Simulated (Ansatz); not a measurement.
# SnSeS monolayer, Janus: from the cell to its phonons, part 3 of 3

How does SnSeS monolayer, Janus vibrate, and is this structure a minimum?

Ansatz 0.2.0; DFT LDA, scalar-relativistic, plane waves, PAW.

So far. Step 4 (Tight relaxation): The largest force component left is 0.38 meV/Å, within the tolerances set. Step 5 (Zone-centre response): Before it was imposed, the acoustic sum rule was missed by 1.6e-4 eV/Å² and the charge sum rule by 0.0023 e. Small misses are needed for a sound result but don't prove that mesh and cutoff are converged. The lowest optical mode is real, 136 cm⁻¹.

### Step 6. Response at finite wavevector (continued)

The partial phonon density of states has structure finer than the step of the table below, so its rows give means over 20 cm⁻¹, whole bins alone (the curve runs from -14.4 to 349 cm⁻¹). Peaks (cm⁻¹: height): S 136.6: 0.0110, 198.4: 0.0374, 257.9: 0.0753, 285.3: 0.0426; Se 58.8: 0.0189, 136.6: 0.0511, 175.5: 0.0517, 196.1: 0.0200, 209.8: 0.0203; Sn 58.8: 0.0429, 79.4: 0.0152, 102.3: 0.0152, 134.3: 0.0283, 175.5: 0.0229, 196.1: 0.0186, 285.3: 0.0104.

Phonopy on the run's constants, 17x17x1 mesh, Gaussian sigma 2.6 cm-1. Interpolated from a 6×6×1 q mesh. Table of partial phonon density of states by wavenumber; means over each step; values in 1/cm⁻¹/cell:

```csv
wavenumber (cm⁻¹),S,Se,Sn
0,4.7e-4,0.00116,0.00170
20,0.00121,0.00313,0.00477
40,0.00219,0.00625,0.0110
60,0.00304,0.0107,0.0229
80,0.00136,0.00769,0.0128
100,9.9e-4,0.00698,0.0119
120,0.00134,0.0109,0.0107
140,0.00645,0.0326,0.0175
160,0.00226,0.0122,0.00485
180,0.00461,0.0276,0.0135
200,0.0246,0.0161,0.0147
220,0.0151,0.0119,0.00850
240,0.00930,7.9e-4,0.00157
260,0.0373,0.00168,0.00425
280,0.0249,3.9e-4,0.00555
300,0.0120,7.8e-5,0.00299
320,0.00284,4.4e-5,9.6e-4
```

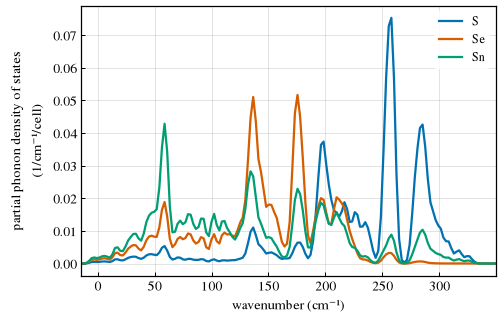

Partial phonon density of states against wavenumber.

Symmetry leaves 7 wavevectors to solve. The lowest mode among them, the acoustic zeros apart, lies at q = (0, 0.167, 0) and is real, 18.8 cm⁻¹.

### Step 7. Isotope substitution, element S, natural mass 32.06 amu

An isotope changes the mass and not the force constants, so no new electronic calculation is needed; the shifts show which modes move this element.

The same force constants with the mass of S changed from 32.060 to 33.968 u (phonopy, no LO-TO term). Both lists are sorted by frequency; levels can cross, so a row need not hold one and the same mode. Modes under 3 cm⁻¹ are left out. Isotope shifts, by row:

```csv
q,rank,natural mass (cm⁻¹),changed mass (cm⁻¹)
0 0 0,4,136.2,135.7
0 0 0,5,136.2,135.7
0 0 0,6,192,188.1
0 0 0,7,192,188.1
0 0 0,8,225.5,224.2
0 0 0,9,329.5,323.2
0 0.1667 0,1,18.83,18.75
0 0.1667 0,2,44.84,44.68
0 0.1667 0,3,76.57,76.29
0 0.1667 0,4,136.5,135.9
0 0.1667 0,5,169.1,168.1
0 0.1667 0,6,195.6,191.4
0 0.1667 0,7,215.8,215.1
0 0.1667 0,8,254.6,249.9
0 0.1667 0,9,307.1,300.3
0 0.3333 0,1,47.29,47.15
0 0.3333 0,2,70.37,70.24
0 0.3333 0,3,126.3,126.1
0 0.3333 0,4,134.1,133.3
0 0.3333 0,5,181.2,181
0 0.3333 0,6,201.6,197.3
0 0.3333 0,7,207.1,206.2
0 0.3333 0,8,258.4,251.9
0 0.3333 0,9,290.4,284.1
0 -0.5 0,1,61.92,61.79
0 -0.5 0,2,77.74,77.67
0 -0.5 0,3,133.3,132.4
0 -0.5 0,4,139.5,139.4
0 -0.5 0,5,174.3,174
0 -0.5 0,6,204.4,200.1
0 -0.5 0,7,209.6,208.6
0 -0.5 0,8,261.2,254.4
0 -0.5 0,9,285.8,279.8
```

A mode of this element alone would shift by -2.85 %. The highest zone-centre frequency without the field goes from 329.5 to 323.2 cm⁻¹ (-1.9 %). The product of the frequency ratios over all optical modes at Γ is 0.928; the product rule, (m/m′)^(3k/2) (M′/M)^(3/2) with k = 1 such atoms and M the mass of the cell, gives 0.928.

### Step 8. Isotope substitution, element Se, natural mass 78.971 amu

The same for Se, from 78.97 to 81.92 u.

A mode of this element alone would shift by -1.81 %. The highest zone-centre frequency without the field goes from 329.5 to 329.4 cm⁻¹ (-0.0 %). The product of the frequency ratios over all optical modes at Γ is 0.965; the product rule, (m/m′)^(3k/2) (M′/M)^(3/2) with k = 1 such atoms and M the mass of the cell, gives 0.965.

### Step 9. Isotope substitution, element Sn, natural mass 118.71 amu

The same for Sn, from 118.71 to 123.91 u.

The same force constants with the mass of Sn changed from 118.710 to 123.905 u (phonopy, no LO-TO term). Both lists are sorted by frequency; levels can cross, so a row need not hold one and the same mode. Modes under 3 cm⁻¹ are left out. Isotope shifts, by row:

```csv
q,rank,natural mass (cm⁻¹),changed mass (cm⁻¹)
0 0 0,4,136.2,135.6
0 0 0,5,136.2,135.6
0 0 0,6,192,191
0 0 0,7,192,191
0 0 0,8,225.5,224.6
0 0 0,9,329.5,327.5
0 0.1667 0,1,18.83,18.62
0 0.1667 0,2,44.84,44.31
0 0.1667 0,3,76.57,75.73
0 0.1667 0,4,136.5,135.8
0 0.1667 0,5,169.1,168.3
0 0.1667 0,6,195.6,194.6
0 0.1667 0,7,215.8,214.7
0 0.1667 0,8,254.6,253.1
0 0.1667 0,9,307.1,305.8
0 0.3333 0,1,47.29,46.68
0 0.3333 0,2,70.37,69.49
0 0.3333 0,3,126.3,125.1
0 0.3333 0,4,134.1,133.5
0 0.3333 0,5,181.2,180
0 0.3333 0,6,201.6,200.8
0 0.3333 0,7,207.1,205.6
0 0.3333 0,8,258.4,257.9
0 0.3333 0,9,290.4,289.1
0 -0.5 0,1,61.92,61.02
0 -0.5 0,2,77.74,76.76
0 -0.5 0,3,133.3,132.6
0 -0.5 0,4,139.5,138.4
0 -0.5 0,5,174.3,173.3
0 -0.5 0,6,204.4,203.7
0 -0.5 0,7,209.6,207.8
0 -0.5 0,8,261.2,261
0 -0.5 0,9,285.8,284.4
```

A mode of this element alone would shift by -2.12 %. The highest zone-centre frequency without the field goes from 329.5 to 327.5 cm⁻¹ (-0.6 %). The product of the frequency ratios over all optical modes at Γ is 0.970; the product rule, (m/m′)^(3k/2) (M′/M)^(3/2) with k = 1 such atoms and M the mass of the cell, gives 0.970.

### Step 10. Outcome

```
space group after relaxation (within 0.01 Å)            : P3m1
area per atom                                           : 3.94 Å²
gap on the k-mesh                                       : 0.844 eV
highest optical mode at the zone centre (no LO-TO term) : 330 cm⁻¹
lowest optical zone-centre mode                         : 136 cm⁻¹
largest Born charge (third of the trace)                : 3.34 e
lowest mode on the q mesh (acoustic modes at Γ apart)   : 18.8 cm⁻¹
highest frequency on the path or at a solved wavevector : 330 cm⁻¹
imaginary modes on the 6×6×1 q mesh                     : none
```

In words: The structure is a minimum as far as tested: no mode is imaginary at the 7 irreducible wavevectors of the 6×6×1 mesh, and the softest away from the acoustic zeros lies at 19 cm⁻¹. Without the field, the optical modes at Γ span 136 to 330 cm⁻¹. The highest mode in this list at Γ, 329.5 cm⁻¹, has its largest share on S (68 % of the kinetic energy). The strongest infrared line is at 192 cm⁻¹. Averaged over orientations, the strongest Raman line at 532 nm and 300 K is at 226 cm⁻¹. The tensors are the static, non-resonant ones, while 532 nm light (2.33 eV) lies above the computed gap. In a sheet or slab the interpolated bending branch near Γ is rough, since the rotational sum rule isn't imposed. Dielectric tensors refer to the cell with its vacuum. The program warns that the interpolation holds no quadrupole term, so branches close to Γ can be off in this crystal. Spin-orbit coupling is left out, which can matter for the heavy elements here. The starting cell was built on a prototype and not taken from a measurement. These are harmonic frequencies at zero temperature: anharmonic shifts, linewidths and thermal expansion are left out.

[Logs are printed without paths, hosts, clocks, repeated set-up lines and the standing remarks that a program may print on its own settings, such as how far it seeks lower states.]

[Hosts, paths, dates, database ids (printed as entryN), source tags and the programs' standing remarks are cut or masked in the printed files.]
